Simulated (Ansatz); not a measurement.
```xyz
7

Al   -0.0053   -0.0239    0.0722
Cl   -0.5639    0.4652    2.0840
H     1.5256    0.1840   -0.2927
H    -1.1775   -0.0019   -0.9980
S     0.0811   -2.5636    0.3963
H    -1.1108   -2.6607    1.0302
H     0.7715   -2.5229    1.5592
```

All numbers below come from Ansatz 0.2.0, RKS PBE0-D4/def2-SVP.

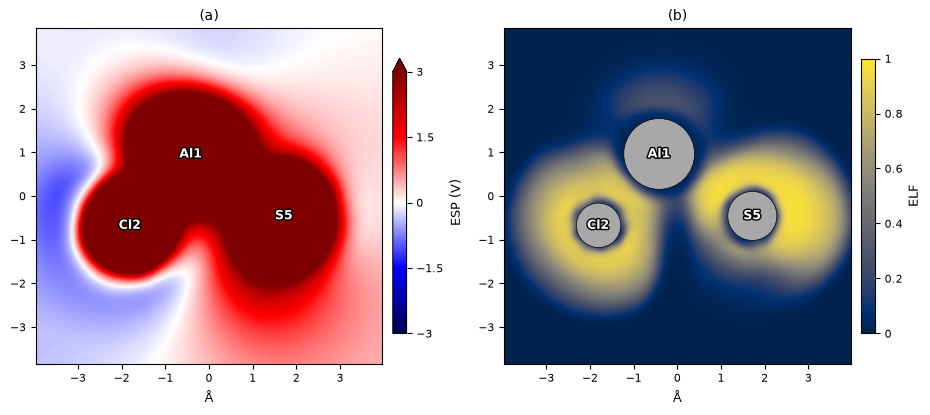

AlClH4S. (a) electrostatic potential; (b) electron localisation function on the plane of atoms Cl2, Al1 and S5. Grey discs cover the atomic cores in the ELF map.

Q: Read the bonding off the picture.

A: The plane passes through Al, Cl and S nuclei. Al–Cl (2.14 Å): the ELF peaks at about 0.90 in the valence shell of Cl, 0.9 Å from its nucleus, and is about 0.80 at the midpoint. Al–S (2.56 Å): the ELF peaks at about 0.95 in the valence shell of S, 1.0 Å from its nucleus, and is about 0.85 at the midpoint. The ELF also peaks beside Cl2 and S5, away from the bonds: lone-pair regions. Outside the dense part of the molecule the potential is most negative (−1.0 V) near Cl2.
